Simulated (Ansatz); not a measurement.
**Tc of LuAl2 (Fd-3m) from its phonons**

What Tc do the phonons of LuAl2 (Fd-3m) give, and how does it depend on μ*? The cell shown first is a relaxed one, from steps not shown here.

Method: DFT PBEsol, scalar-relativistic, plane waves, PAW, in Ansatz 0.2.0.

## 1. The cell after earlier relaxation steps

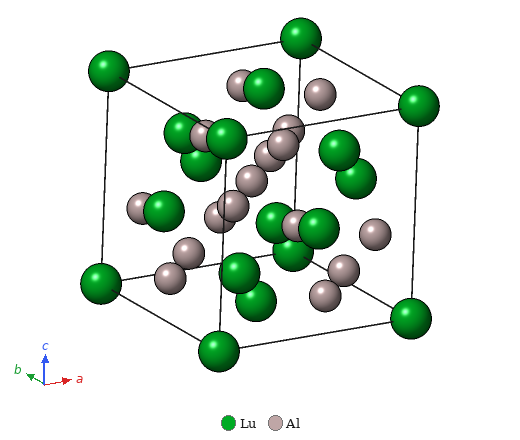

The starting structure, seen slightly off an axis (lutetium green, aluminium light grey). This picture shows the conventional cell, with its axes. Some periodic images of atoms are drawn too.

## 2. Coupling and resistivity: q 2×2×2, k 6×6×6, scattering 12×12×12

The run that gives the couplings also evaluates McMillan's and Allen and Dynes's formulas and, where asked, the Eliashberg equations, over a range of μ*.

input.yaml

```yaml
crystal:
  lattice:
    - [0.0, 3.8366761489, 3.8366761489]
    - [3.8366761489, 0.0, 3.8366761489]
    - [3.8366761489, 3.8366761489, 0.0]
  atoms:
    - { symbol: Lu, position: [0.5, 0.5, 0.5] }
    - { symbol: Lu, position: [0.75, 0.75, 0.75] }
    - { symbol: Al, position: [0.125, 0.125, 0.125] }
    - { symbol: Al, position: [0.625, 0.125, 0.125] }
    - { symbol: Al, position: [0.125, 0.625, 0.125] }
    - { symbol: Al, position: [0.125, 0.125, 0.625] }
kpoints:
  mp_grid: { grid: [6, 6, 6] }
hamiltonian:
  xc: pbesol
scf:
  occupations: { method: methfessel_paxton, width: 0.2 }
output:
  eigenvalues: true
phonons:
  method: dfpt
  qmesh: [2, 2, 2]
  temperatures: { t_max: 1000, t_step: 50 }
  qpath:
    path:
      - [[0.0, 0.0, 0.0], [0.5, 0.0, 0.5], [0.625, 0.25, 0.625]]
      - [[0.375, 0.375, 0.75], [0.0, 0.0, 0.0], [0.5, 0.5, 0.5], [0.5, 0.25, 0.75], [0.5, 0.0, 0.5]]
    npoints: 6
  electrical_resistivity:
    mesh: [12, 12, 12]
    temperatures: [20.0, 50.0, 80.0, 100.0, 150.0, 200.0, 273.0, 300.0, 400.0, 500.0, 600.0, 800.0]
  superconductivity: { mesh: [12, 12, 12] }
```

Command:

```console
$ ansatz run input.yaml --threads 16 --pin off --max-ram 61440MiB --backend cuda --events-out ev --progress --plain --runs-dir out
```

Numbers of over 12 decimals in the logs are rounded to 6 here.

Log:

```text
Warning: phonons: the dynamical matrix that this run interpolates holds no multipole term above the dipole-dipole one, and a site of this crystal is no centre of inversion, so its interpolated transverse optical and acoustic branches and sound speeds can stay off near Gamma, and the density of states and the thermodynamics with them. What a run solves at a wave vector of phonons.qpoints, Gamma apart, where the deck admits one, is free of this, and under fd what a larger phonons.supercell samples
Engine: ansatz 0.2.0, aarch64-unknown-linux-gnu
Pseudopotentials: kind: paw
Pseudopotential: Lu, paw, valence charge 25, recommended cutoff 420 eV (normal), Lu.paw.azcp
Pseudopotential: Al, paw, valence charge 3, recommended cutoff 420 eV (normal), Al.paw.azcp
Functional definition: PBEsol
  exchange = pbesol_x
  correlation = pbesol_c
[...]
Crystal: 6 atoms, lattice volume = 112.952 Å³
Basis set: ecut = 420 eV, 2229 PW (Γ), exchange–correlation on 80×80×80 points (8 copies of the dense FFT grid, shifted against one another)
Bands: 38, of which v1, the nominal top of the filled ones, is band 31 counted from 1 (30 counted from 0)
Symmetry: 48 space group operations
k-points: 16 of 216
Non-local potential: Lu, projectors of the file, l = 0: 3, l = 1: 2, l = 2: 2, l = 3: 3
Non-local potential: Al, projectors of the file, l = 0: 2, l = 1: 2, l = 2: 1
PAW form: soft (Blöchl's): semilocal exchange-correlation on the pseudo side does not see the compensation charge
PAW frozen core: Lu, regenerated for the run's functional, and the local potential with it (the file was generated under x = pbe(κ = 0.804, μ = 0.219515), c = pbe(β = 0.066725))
PAW frozen core: Al, regenerated for the run's functional, and the local potential with it (the file was generated under x = pbe(κ = 0.804, μ = 0.219515), c = pbe(β = 0.066725))
PAW one-centre angular grid: Lu, 590 points (default); XC on 64 Gauss nodes
PAW one-centre angular grid: Al, 110 points (default); XC on 64 Gauss nodes
Initial density: superposition of atomic densities (neutral atoms: chi_scale 0, normalization atom), corrected by the library's trained network
Initial wavefunctions: pseudopotential atomic-orbital guess
[...]
Functional: x = pbesol(κ = 0.804, μ = 0.123457), c = pbesol(β = 0.046)
SCF iter   1: F=—  HF=-31324.142731 eV  |F-HF|=—  |Δ(HF+E_count)|=         —  Δρ=1.61e-3  dr2=2.21e-3  ethr=1.77e-3  ⟨swp⟩=9.0  Hψ=3251  notcnv=0
preconditioner: auto → Resta (q_TF=auto, 2.469 Å⁻¹)  ε∞=14.6  [insulator: Δε(μ)=0.183 eV  Ē_g=6.437 eV  σ=0.200 eV  W_gap=0.53  n_scr=26 (ndim 8)  ℏωp=23.7 eV  f_vac=0.000  D(μ)=3.15/eV (n_scr^D=14)  ε∞_Penn≈14.6]
SCF iter   2: F=—  HF=-31324.140844 eV  |F-HF|=—  |Δ(HF+E_count)|=   1.89e-3  S|Δr|=    0.00e0  Δρ=1.02e-3  dr2=9.20e-4  ethr=3.57e-6  ⟨swp⟩=3.2  Hψ=1642  notcnv=0  defer=1
[...]
SCF iter  10: F=-31324.140532 eV  HF=-31324.140532 eV  |F-HF|=3.64e-12  |Δ(HF+E_count)|=  4.00e-11  S|Δr|=    0.00e0  Δρ=2.53e-8  dr2=5.14e-13  ethr=1.00e-12  ⟨swp⟩=13.0  Hψ=4808  notcnv=0
SCF 1 converged in 10 iterations: F = -31324.140532 eV  dr2 = 5.14e-13
  greatest PAW one-centre occupation: 0.998 electrons in one spin orbital (limit 2), on the Lu atom at site 1 (counted from 0), in its partial waves of l = 0
[...]
iter 1 solved again at ethr=2.60e-8 eV; its pass at ethr=3.10e-3 eV (dr2=1.61e-5 eV) is discarded
SCF iter   1: F=—  HF=-31324.140671 eV  |F-HF|=—  |Δ(HF+E_count)|=         —  Δρ=7.28e-7  dr2=1.16e-10  ethr=2.60e-8  ⟨swp⟩=5.6  Hψ=6082  notcnv=0
eigensolver tolerance schedule: the retry pair's looser diagonalisation over-reported the residual by 138178.53 of it (diagonalisation noise at an unbounded share of the residual, at the tolerance the schedule requests for it); recorded, not acted on — ethr = c·dr2/N_el stays at c = 1.0e-1
preconditioner: auto → Resta (q_TF=auto, 2.469 Å⁻¹)  ε∞=14.5  [insulator: Δε(μ)=0.184 eV  Ē_g=6.457 eV  σ=0.200 eV  W_gap=0.53  n_scr=26 (ndim 8)  ℏωp=23.7 eV  f_vac=0.000  D(μ)=3.15/eV (n_scr^D=14)  ε∞_Penn≈14.5]
SCF iter   2: F=—  HF=-31324.140532 eV  |F-HF|=—  |Δ(HF+E_count)|=   1.39e-4  S|Δr|=    0.00e0  Δρ=3.70e-7  dr2=2.79e-11  ethr=1.00e-12  ⟨swp⟩=5.2  Hψ=2460  notcnv=0
[...]
SCF 2 converged in 4 iterations: F = -31324.140532 eV  dr2 = 6.97e-12
[...]
SCF 3 converged in 10 iterations: F = -31324.140532 eV  dr2 = 5.15e-13
[...]
SCF converged after 10 iterations
[...]
800.00      6.1812e1              no      6.1812e1      6.1812e1      6.1812e1        6.7163e1          6.1019e1
  mean free path at 20 K (of a tensor a third of its trace): 5880 nm by what each carries, 4394 by the Fermi surface alone
  mean free path at 50 K (of a tensor a third of its trace): 162 nm by what each carries, 122 by the Fermi surface alone
  mean free path at 80 K (of a tensor a third of its trace): 51.1 nm by what each carries, 40.5 by the Fermi surface alone
  Hall coefficient in a weak field at 80 K (a third of the trace): 2.978e-10 m³/C (as a tensor it moves by 42.1 % between the two finest meshes); by each state's relaxation time: 2.954e-10 m³/C; by a constant relaxation time: 3.429e-10 m³/C
  mean free path at 100 K (of a tensor a third of its trace): 32.6 nm by what each carries, 26.3 by the Fermi surface alone
  Hall coefficient in a weak field at 100 K (a third of the trace): 2.923e-10 m³/C (as a tensor it moves by 36.9 % between the two finest meshes); by each state's relaxation time: 2.913e-10 m³/C; by a constant relaxation time: 3.456e-10 m³/C
  mean free path at 150 K (of a tensor a third of its trace): 16.3 nm by what each carries, 13.6 by the Fermi surface alone
  Hall coefficient in a weak field at 150 K (a third of the trace): 2.829e-10 m³/C (as a tensor it moves by 27.5 % between the two finest meshes); by each state's relaxation time: 2.831e-10 m³/C; by a constant relaxation time: 3.495e-10 m³/C
  mean free path at 200 K (of a tensor a third of its trace): 10.9 nm by what each carries, 9.17 by the Fermi surface alone
  Hall coefficient in a weak field at 200 K (a third of the trace): 2.780e-10 m³/C (as a tensor it moves by 22.2 % between the two finest meshes); by each state's relaxation time: 2.789e-10 m³/C; by a constant relaxation time: 3.511e-10 m³/C
  mean free path at 273 K (of a tensor a third of its trace): 7.49 nm by what each carries, 6.31 by the Fermi surface alone
  Hall coefficient in a weak field at 273 K (a third of the trace): 2.755e-10 m³/C (as a tensor it moves by 18.4 % between the two finest meshes); by each state's relaxation time: 2.772e-10 m³/C; by a constant relaxation time: 3.517e-10 m³/C
  mean free path at 300 K (of a tensor a third of its trace): 6.75 nm by what each carries, 5.67 by the Fermi surface alone
  Hall coefficient in a weak field at 300 K (a third of the trace): 2.754e-10 m³/C (as a tensor it moves by 17.6 % between the two finest meshes); by each state's relaxation time: 2.773e-10 m³/C; by a constant relaxation time: 3.517e-10 m³/C
  mean free path at 400 K (of a tensor a third of its trace): 5.05 nm by what each carries, 4.19 by the Fermi surface alone
  Hall coefficient in a weak field at 400 K (a third of the trace): 2.767e-10 m³/C (as a tensor it moves by 15.9 % between the two finest meshes); by each state's relaxation time: 2.794e-10 m³/C; by a constant relaxation time: 3.516e-10 m³/C
  mean free path at 500 K (of a tensor a third of its trace): 4.13 nm by what each carries, 3.38 by the Fermi surface alone
  Hall coefficient in a weak field at 500 K (a third of the trace): 2.803e-10 m³/C (as a tensor it moves by 14.8 % between the two finest meshes); by each state's relaxation time: 2.835e-10 m³/C; by a constant relaxation time: 3.515e-10 m³/C
  mean free path at 600 K (of a tensor a third of its trace): 3.56 nm by what each carries, 2.86 by the Fermi surface alone
  Hall coefficient in a weak field at 600 K (a third of the trace): 2.861e-10 m³/C (as a tensor it moves by 13.1 % between the two finest meshes); by each state's relaxation time: 2.896e-10 m³/C; by a constant relaxation time: 3.518e-10 m³/C
  mean free path at 800 K (of a tensor a third of its trace): 2.91 nm by what each carries, 2.24 by the Fermi surface alone
  Hall coefficient in a weak field at 800 K (a third of the trace): 3.028e-10 m³/C (as a tensor it moves by 9.0 % between the two finest meshes); by each state's relaxation time: 3.061e-10 m³/C; by a constant relaxation time: 3.540e-10 m³/C
  the resistivity times a path that all electrons share, by the Fermi surface of the deck's mesh alone (a third of the trace): 1.385e-15 Ω·m²
  not converged in the mesh (λ; λ_tr; the resistivity at 20 K by 5.83 %; the resistivity at 50 K by 4.53 %; the resistivity at 80 K by 4.08 %; the resistivity at 100 K by 3.92 %; the resistivity at 150 K by 3.33 %; the resistivity at 200 K by 2.41 %; the resistivity at 500 K by 2.30 %; the resistivity at 600 K by 2.84 %; the resistivity at 800 K by 2.64 %): between neighbouring meshes, the two finest first, λ moves b [...]
  vibrations of 8 cells: unjudged by the run; compare a larger repeat
  the changes of the potential over all sites missed a rigid shift's by 0.00 % (the site terms' by 0.01 %)
  at the force constants' own smearing the fine mesh and the k-points of their solves give squared frequencies that differ by 7.1 % of the larger at the most, at (0, 0, -0.5)
--- Superconductivity: potentials and phonons of a 2×2×2 supercell ---
           mesh         λ    ħω_log (meV)  μ* declared at (meV)
       12×12×12    0.3865          18.585               23.612
          6×6×6    0.3687          18.316               23.291
          3×3×3    0.5904          19.319               24.130
  λ by the species' shares of the modes' patterns: Lu 0.1809, Al 0.2056
  with the Fermi level up to 53.4 meV (the hardest mode) off, states and modes as they are: density of states 1.5834 to 2.2888 /eV of one spin and cell, λ 0.3258 to 0.4542
  transition temperature on the deck's mesh (K), isotropic and anisotropic, restricted to the Fermi surface (FSR) and over the full bandwidth (FBW), and the last with the density of states resolved in a narrower window:
        μ*   McMillan   Allen–Dynes      iso. FSR      iso. FBW    aniso. FSR    aniso. FBW  narrow window
      0.08      1.190         1.210         1.067         1.064         1.101         1.093          1.094
      0.10      0.741         0.752         0.644         0.644         0.671         0.668          0.669
      0.12      0.418         0.424         0.355         0.357         0.375         0.376          0.376
      0.13      0.299         0.303         0.252         0.255         0.269         0.271          0.272
      0.14      0.206         0.209         0.174         0.177         0.187         0.190          0.190
      0.16      0.085         0.086    none_found    none_found    none_found    none_found     none_found
      0.20      0.005         0.006    none_found    none_found    none_found    none_found     none_found
  none_found: no transition down to 0.1 K
  isotope coefficients −∂ln Tc/∂ln M under μ* = 0.13, the force constants as they are, of the isotropic transitions restricted to the Fermi surface and over the full bandwidth: Lu 0.278 and 0.276, Al -0.079 and -0.082
  gaps at the Fermi level over the full bandwidth under μ* = 0.1, 0.167 K: 0.081 to 0.140 meV
  gaps at the Fermi level over the full bandwidth under μ* = 0.13, 0.068 K: 0.032 to 0.060 meV
  not converged in the mesh (λ, the transition temperature): between neighbouring meshes, the two finest first, λ moves by 4.61 % and 60.12 % and the anisotropic transition temperature over the full bandwidth at μ* = 0.13 by 33.79 % and 1629.80 %; converged means that the two finest part by at most 2.00 % and 5.00 %
  vibrations of 8 cells: unjudged by the run; compare a larger repeat
  the changes of the potential over all sites missed a rigid shift's by 0.00 % (the site terms' by 0.01 %)
  at the force constants' own smearing the fine mesh and the k-points of their solves give squared frequencies that differ by 7.1 % of the larger at the most, at (0, 0, -0.5)
```

The job ended after 31 s (1 × NVIDIA GB200 with 16 threads of Arm Neoverse V2, shared host; peak memory 4.1 GiB).

Numbers from this step:

```yaml
volume_per_atom: 18.83 Å³
metallic_on_mesh: yes
gap_on_the_k_mesh: 0 eV
zero_point_energy: 0.2243 eV/cell
share_of_imaginary_modes_in_the_plain_interpolation_between_solved_wavevectors: 0
highest_frequency_solved_or_plainly_interpolated: 429.9 cm⁻¹
mean_sound_speed: 3.449 km/s
debye_temperature_elastic: 386 K
debye_temperature_second_moment: 413 K
resistivity_at_300_k: 24.41 μΩ cm
coupling_constant_lambda: 0.3865
density_of_states_at_the_fermi_level: 1.912 states/eV a spin and cell
log_mean_phonon_energy_omega_log: 18.58 meV
transport_coupling_constant_lambda_tr: 0.4007, 0.4007, 0.4007 (xx, yy, zz)
drude_plasma_energy: 4.24, 4.24, 4.24 eV (xx, yy, zz)
resistivity_times_mean_free_path: 13.85, 13.85, 13.85 × 10⁻¹⁶ Ω m² (xx, yy, zz)
```

An empty cell: under 1 mK by a formula, or no transition down to the floor of the Eliashberg search. Transition temperatures:

```
  μ*  McMillan Tc (K)  Allen–Dynes Tc (K)  isotropic Fermi-surface Tc (K)  isotropic full bandwidth Tc (K)  anisotropic Fermi-surface Tc (K)  anisotropic full bandwidth Tc (K)  anisotropic narrow window Tc (K)
0.08             1.19                1.21                            1.07                             1.06                               1.1                               1.09                              1.09
 0.1            0.741               0.752                           0.644                            0.644                             0.671                              0.668                             0.669
0.12            0.418               0.424                           0.355                            0.357                             0.375                              0.376                             0.376
0.13            0.299               0.303                           0.252                            0.255                             0.269                              0.271                             0.272
0.14            0.206               0.209                           0.174                            0.177                             0.187                               0.19                              0.19
0.16           0.0845              0.0855                               -                                -                                 -                                  -                                 -
 0.2          0.00545             0.00551                               -                                -                                 -                                  -                                 -
```

[end of part 1 of 2]

[Logs are printed without paths, hosts, clocks, repeated set-up lines and the standing remarks that a program may print on its own settings, such as how far it seeks lower states.]

[Hosts, paths, dates, database ids (printed as entryN), source tags and the programs' standing remarks are cut or masked in the printed files.]
